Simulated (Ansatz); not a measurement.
Electronic density of states of amorphous Al28O45Mo, density 3.18 g/cm³, on a 2×2×2 Γ-centred mesh with a Gaussian width of 0.1 eV; energies count from the Fermi level, whose place inside the gap is arbitrary. Cell and mesh are small, so fine structure isn't converged. The numbers are results of PBE, scalar-relativistic without spin-orbit coupling (plane waves to 420 eV, PAW; Ansatz, a program for electronic structure), not measurements. Sampling: a 2×2×2 Γ-centred mesh; Fermi-Dirac width 0.02 eV; no spin polarisation. At PBE the levels at both edges of the gap are localised (band-tail or defect states), and the nearest spread-out levels lie 4.3 eV apart at the zone centre.

The cell was made by melting and quenching with the CHGNet potential and then relaxed with DFT. O atoms were pushed apart under 1.9 Å during the dynamics, to hinder bonds among them. The hot cell started wider than the set density and was brought back towards it in steps. It is the lowest in DFT energy of 2 quenches. It is a model cell: composition and starting density were chosen by hand, and all elements were melted together. No dispersion term was used. Its density started from a set value of 3.18 and ended at 3.18 g/cm³. The simulated quench (nominally 280 K/ps over its main leg) is rapid and tends to freeze in more defects than a deposited or slowly cooled glass has. Values belong to this one cell and scatter from quench to quench. The volume was held where the preparation left it and the shape relaxed, at a PBE pressure of 2.5 GPa. Stress components on the final sampling reach 2.7 GPa.

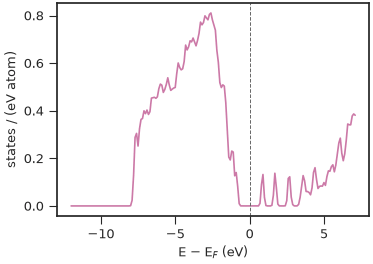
Density of states per atom

The gap between localised states on this mesh is 1.72 eV; the broadening fills part of it in the curve.
